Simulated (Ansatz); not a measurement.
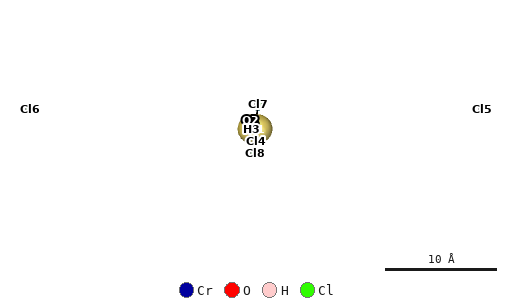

The picture shows: Cl$_{3}$CrHO···Cl···Cl (charge −4, quintet). Isosurfaces of the spin density (α minus β) at +0.03 (yellow) and −0.03 e/Å³ (cyan), seen from one side.

Geometry: PBE-D4/def2-SVPD, loosely relaxed; the highest occupied orbital lies above zero, a sign that basis and functional describe the outermost electron poorly.

The calculation used UKS PBE0-D4/def2-TZVPD in Ansatz.

```xyz
8

Cr   -0.0754    0.2631   -2.0592
O    -0.3304    0.4555   -0.1644
H    -0.3853   -0.4747    0.1282
Cl   -0.0661   -0.0768   -4.5262
Cl   20.8420   -0.8779    4.3001
Cl  -20.1394    0.2324    6.2200
Cl    0.2800    2.6766   -2.2706
Cl   -0.1253   -2.1982   -1.6278
```

> Which atoms carry the spin?

The unpaired spin (4 electrons) lies mostly on Cr1 (about 3.9), in electrons by Hirshfeld's partition.
